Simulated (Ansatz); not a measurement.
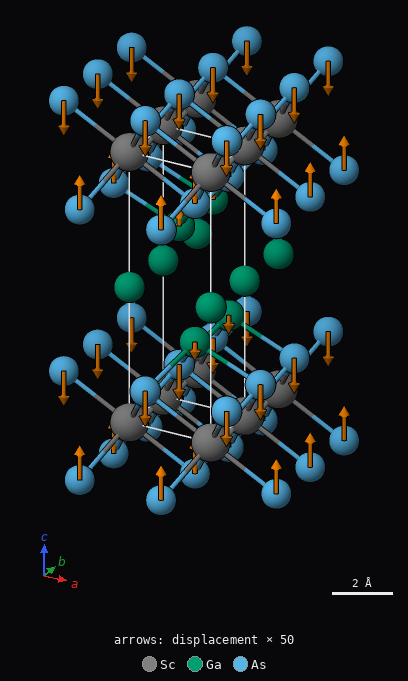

This is a relaxation of solid ScGa$_{3}$As$_{2}$ (a generated structure, set up in P-3m1). The starting structure is drawn; orange arrows show the displacements (the part carried along by the change of the cell is left out), magnified 50 times.

Style: ball-and-stick. Shown: the cell of the calculation, repeated 1 × 2 × 1 with one cell outlined, slightly off an axis.

All numbers below come from Ansatz, DFT PBE, scalar-relativistic, plane waves, PAW. Set-up: plane-wave cutoff 420 eV; k-point mesh 12 × 12 × 4; occupations gaussian; smearing width 0.1 eV; no spin polarisation; cell and atoms relaxed; force threshold 0.01 eV/Å; at most 80 steps.

> What did the optimiser do to the structure, and how much energy did it gain?

After 5 accepted moves (6 points after the start) the energy has fallen by 1.6 meV per atom. Largest force component: 0.071 eV/Å at the start, 0.00029 eV/Å at the end. The pressure goes from 0.01 to 0.00 GPa. At 1 point the geometry stayed and the basis and grid were re-selected for the new cell (energy shift of less than 0.05 meV per atom at most each time). The largest moves relative to the cell, 0.025 Å, are those of As atoms. By element the largest moves are As 0.025 Å, Ga 0.014 Å. Sc stays in place. Cell: a = b 3.958 → 3.915 Å (−1.1 %), c 9.292 → 9.530 Å (+2.6 %). Volume +0.3 %. Near-neighbour distances that change, for instance: As–Sc 2.793 → 2.782 Å. The space group stays P-3m1 (No. 164). The run took 5.8 min on 1 thread of Arm Neoverse N1 (shared host), peak memory 0.62 GiB.
